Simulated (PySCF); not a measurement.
## A study: CH₂NSi, doublet, SMILES `N#C[SiH2]`

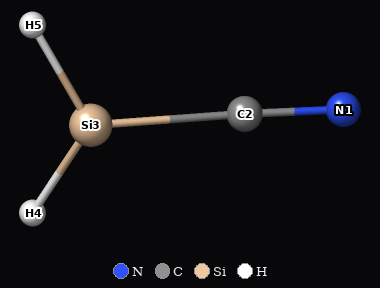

The molecule, with its atoms numbered as below. No frequency check shows the geometry to be a minimum.

Cartesian coordinates (Å):

```
N1      -1.9238    0.0000    0.0020
C2      -0.7674   -0.0000   -0.0262
Si3      1.0470    0.0000    0.0366
H4       1.7066    1.2674   -0.1845
H5       1.7066   -1.2675   -0.1845
```

Part 1: Bonding charge

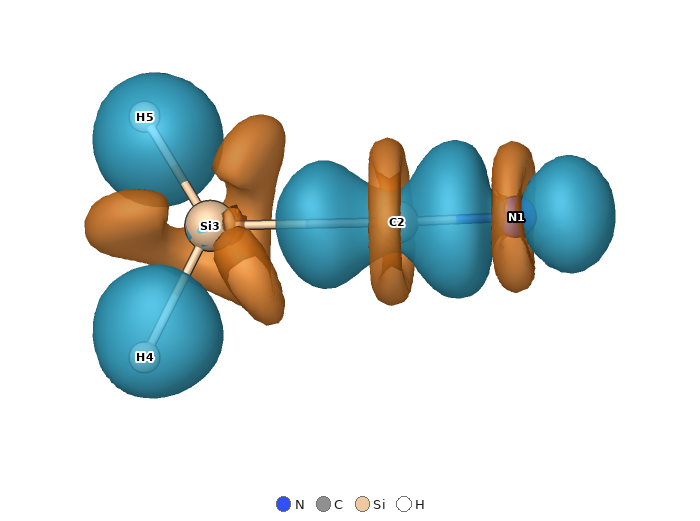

Deformation density (molecule less spherical, spin-averaged free atoms at the same positions), surfaces at ±0.06 e/Å³; light blue: gain, orange: loss.

Computed with PySCF, B3LYP/6-31+G*, geometry: GFN2-xTB. The stability of the open-shell solution wasn't checked. GFN2-xTB doesn't know the spin state, so this open-shell geometry is rough.

**How much density has each bond gained at its critical point, relative to the free atoms?**

N1–C2: +0.87 e/Å³ at the bond critical point (bond length 1.16 Å). Si3–H4 and Si3–H5: +0.21 e/Å³ at the bond critical point (bond length 1.45 Å). C2–Si3: +0.12 e/Å³ at the bond critical point (bond length 1.81 Å). In all, 1.2 electrons gather in the regions of gain relative to the promolecule. A small or negative value marks a very polar bond, one between electron-rich atoms, whose free-atom densities already overlap strongly, a long bond to a heavier atom, or a closed-shell contact such as a hydrogen bond.

**Where do the Hirshfeld charges lie?**

The highest Hirshfeld charge is on Si3 (+0.33 e), the lowest on N1 (−0.20 e).

Part 2: Bond critical points

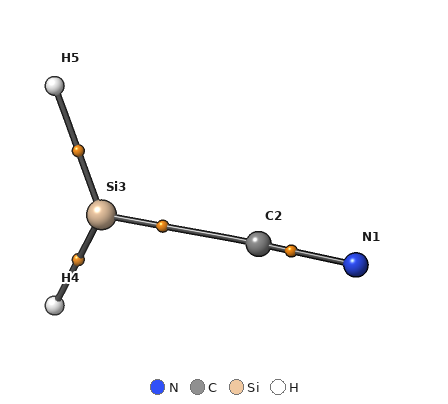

Molecular graph of the electron density (QTAIM): bond paths, bond critical points (orange), ring points (yellow, if any); weak paths are dashed.

**How many critical points of each kind are there, and does the count close?**

5 nuclei, 4 bond, 0 ring and 0 cage critical points: 5 − 4 + 0 − 0 = 1, as the Poincaré–Hopf relation requires.

**What does the calculation give at each kind of bond critical point?**

```json
{"bond": "N1–C2", "length (Å)": "1.157", "ρ (a.u.)": "0.468", "∇²ρ (a.u.)": "+0.63", "ε": "0.02", "H (a.u.)": "−0.818"}
{"bond": "Si3–H4 (2 alike)", "length (Å)": "1.446", "ρ (a.u.)": "0.124", "∇²ρ (a.u.)": "+0.18", "ε": "0.17", "H (a.u.)": "−0.084"}
{"bond": "C2–Si3", "length (Å)": "1.815", "ρ (a.u.)": "0.116", "∇²ρ (a.u.)": "+0.41", "ε": "0.20", "H (a.u.)": "−0.057"}
```

**What kind of interaction is C2–Si3?**

Polar or intermediate (positive Laplacian, negative energy density H): ρ = 0.116, ∇²ρ = +0.41, H = −0.057 a.u. Its ellipticity of 0.20 shows that the density isn't cylindrical about the bond.

Part 3: Local ionisation energy

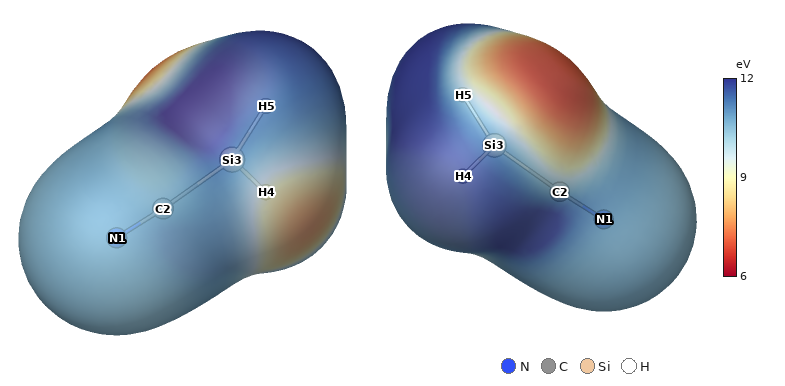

Average local ionisation energy on the surface of electron density 0.001 a.u. (back view left, front view right).

**Locate the minima of the map.**

The lowest value is 6.8 eV, 2.4 Å from Si3. Further minima include 7.7 eV, 2.3 Å from Si3; 10.4 eV, 1.9 Å from N1, and at like points elsewhere. For comparison, the highest occupied orbital lies at −6.2 eV.

**What volume does the surface enclose, and what is the dipole moment?**

About 84 Å³; the dipole moment is 3.7 D.

Part 4: Spin density

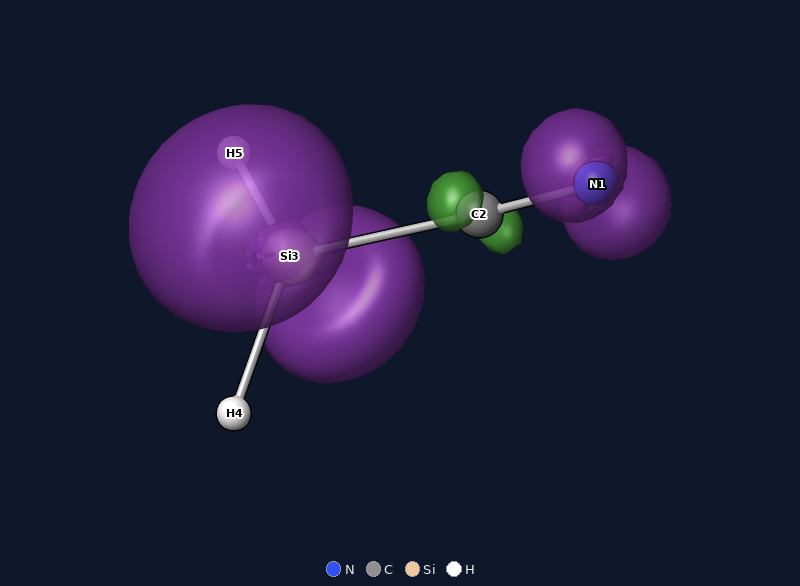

Spin density ρα − ρβ at ±0.05 e/Å³ (purple: excess α, green: excess β).

**How is the spin shared among the atoms?**

Hirshfeld spin populations: Si3 +0.77 and N1 +0.15. ⟨S²⟩ = 0.76, against 0.75 for a pure state.

Part 5: In an electric field

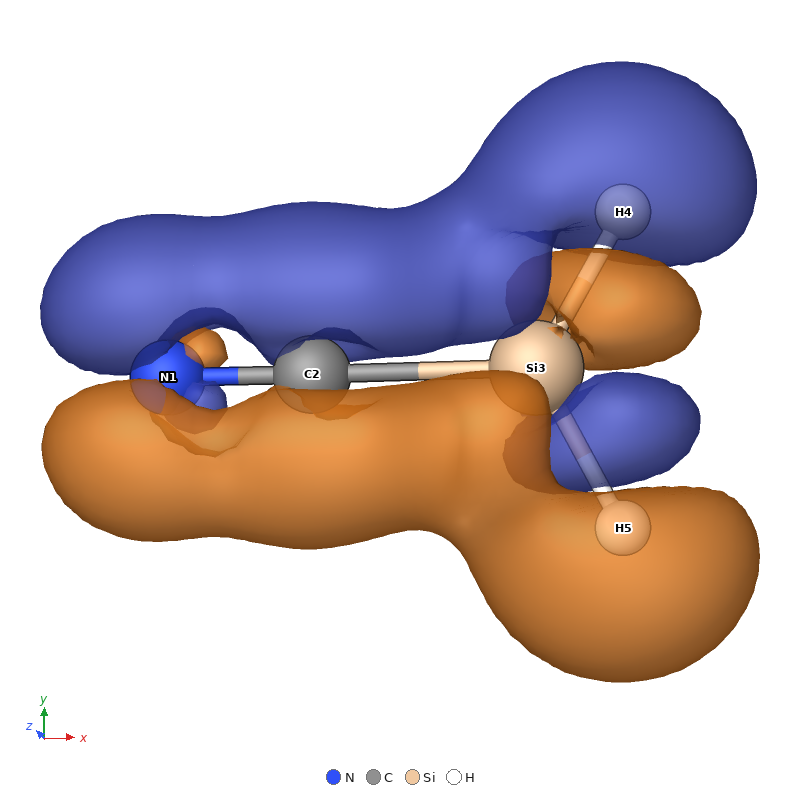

Change of the electron density in a uniform field of 0.51 V/Å, surfaces at ±0.002 e/Å³ (orange: gain, blue: loss).

Method: TPSSh/6-311+G**; geometry: GFN2-xTB; program: PySCF. The basis has diffuse s and p functions alone, which still leaves polarisabilities too small, most of all across bonds. The stability of the open-shell solution wasn't checked. GFN2-xTB doesn't know the spin state, so this open-shell geometry is rough.

The field was applied in both directions; the picture shows the one opposite to the script's first.

**Along which Cartesian direction does the field point?**

Along +y: electrons gather on the −y side, against the field.

**What dipole is induced, and what polarisability does it imply?**

The induced dipole is 0.80 D (along the field); α along this axis, from the fields in both directions, is 31 bohr³ (4.7 Å³).

Part 6: Removing or adding an electron

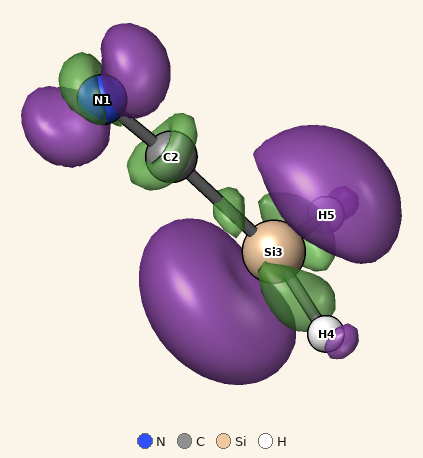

Fukui function f⁺ = ρ(N+1) − ρ(N) at fixed geometry, surfaces at ±0.03 e/Å³ (purple positive, green negative).

Level of theory: B3LYP/def2-SVPD (PySCF), at a geometry from GFN2-xTB. GFN2-xTB doesn't know the spin state, so this open-shell geometry is rough.

**On which atoms does the density change most on addition of an electron?**

f⁺ (Hirshfeld-condensed) is largest on Si3 (0.56); the vertical electron affinity is 1.21 eV (to the singlet anion, which needn't be its lowest state; the anion's highest orbital has positive energy, so this value and f⁺ depend on the basis). Condensed values hint at sites of nucleophilic attack but needn't mark the atom that reacts. Orbital relaxation makes it negative in places (0.12 e in all).

The PySCF runs shown took 18 s, 73 s and 35 s on 1 thread of Intel(R) Xeon(R) Processor @ 2.50GHz (Skylake/Cascade Lake), on a shared host.
